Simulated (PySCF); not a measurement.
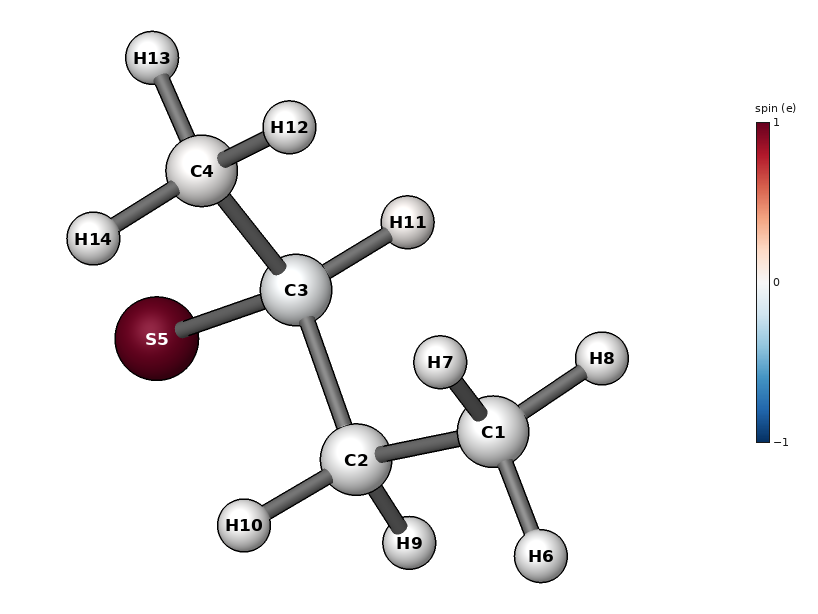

Atoms are coloured by their Mulliken spin populations. The species is neutral and a spin doublet. Computed geometry: GFN2-xTB optimisation. No frequency run is at hand to confirm it as a minimum. Properties computed with UKS B3LYP, pcH-1 on C H S, non-relativistic (PySCF 2.14.0).

Give the Mulliken spin populations atom by atom.

```tsv
atom	value (e)
C1	0.00
C2	0.00
C3	−0.03
C4	0.02
S5	0.98
H6	0.00
H7	0.00
H8	0.00
H9	0.00
H10	0.00
H11	0.03
H12	0.01
H13	0.00
H14	0.00
```

The run warned: orbitally degenerate or nearly so: second-order g, spin-orbit hyperfine and D do not apply.

Mulliken values depend strongly on the basis set.
